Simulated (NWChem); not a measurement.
# Energy and gradient calculation of CH$_{5}$Ga (part 4 of 4)

Continued. System: CH$_{5}$Ga. Method: B3LYP/6-31G*, RKS (NWChem 7.3.0). The geometry comes from this level: GFN2-xTB.

Geometry of the input (Å):
```
Ga 0.5310  0.9294  0.0019
H  2.1072  1.0370  0.0326
H  -0.1615  2.3485  -0.0374
C  -0.4727  -0.8221  0.0027
H  -0.5741  -1.2212  -1.0112
H  -1.4805  -0.6967  0.4110
H  0.0506  -1.5750  0.6005
```

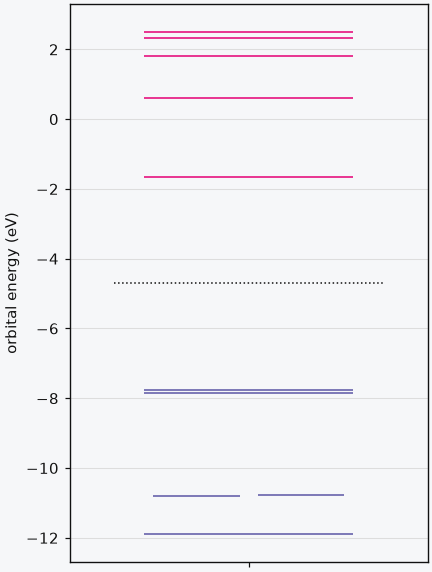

Orbital energies near the frontier; the dotted line parts filled from empty levels, and levels within 0.02 eV of each other stand side by side. Highest filled −7.76 eV, lowest empty −1.65 eV, 6.11 eV apart.

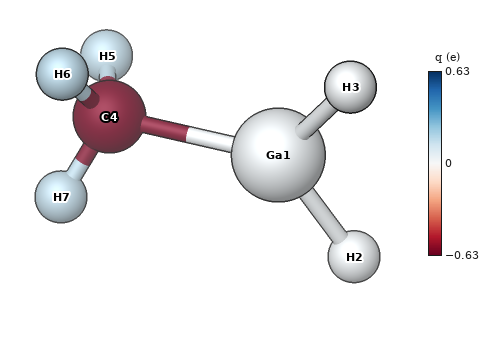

Löwdin charges, as the colour of each atom (ball-and-stick view, seen at a tilt; atoms are numbered from 1 in the order of the input). By element: Ga +0.03, H +0.02 to +0.18 and C −0.60 e.

## Key numbers

| quantity | value |
| --- | --- |
| outcome | converged |
| total energy | −1965.721690 hartree |
| basis functions | 60 |
| largest force | 0.424 eV/Å |
| HOMO | −7.76 eV |
| LUMO | −1.65 eV |
| dipole moment | 0.92 D |
| hardware | 1 thread of AMD EPYC (Zen 3), 128 GiB of memory available, shared host |
| wall time | 26 s |
| peak memory | 0.13 GiB |
